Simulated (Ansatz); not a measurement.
**A computed series for BN: response to strain**

The reference is BN in the wurtzite structure (space group P6_3mc, No. 186).

```
BN
1.0
    2.52320     0.00000     0.00000
   -1.26160     2.18516     0.00000
    0.00000     0.00000     4.17514
B N
2 2
Direct
  0.33333   0.66667   0.00030
  0.66667   0.33333   0.50030
  0.33333   0.66667   0.37470
  0.66667   0.33333   0.87470
```

Cartesian axes are those of the cell as printed.

Strains are applied to the cell and any free atomic positions relax; under biaxial strain the out-of-plane vector relaxes too.

Calculations: LDA in Ansatz (plane waves to 420 eV, PAW, no spin-orbit coupling).

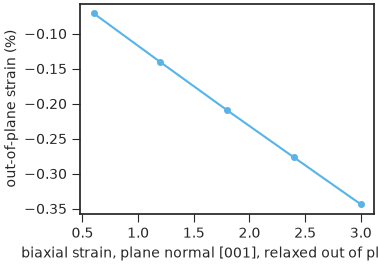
Figure. Out-of-plane strain against biaxial strain, plane normal [001], relaxed out of plane

Problem. From the plot, what is the out-of-plane strain for biaxial strain +3.00 %, plane normal [001], relaxed out of plane?

Solution. About -0.34 %.

Problem. Is the trend monotonic over the range shown?

Solution. Yes, it falls throughout, spanning -0.34 % to -0.07 %.

Whether these cells are dynamically stable was not tested.

Ansatz is a program for electronic structure.
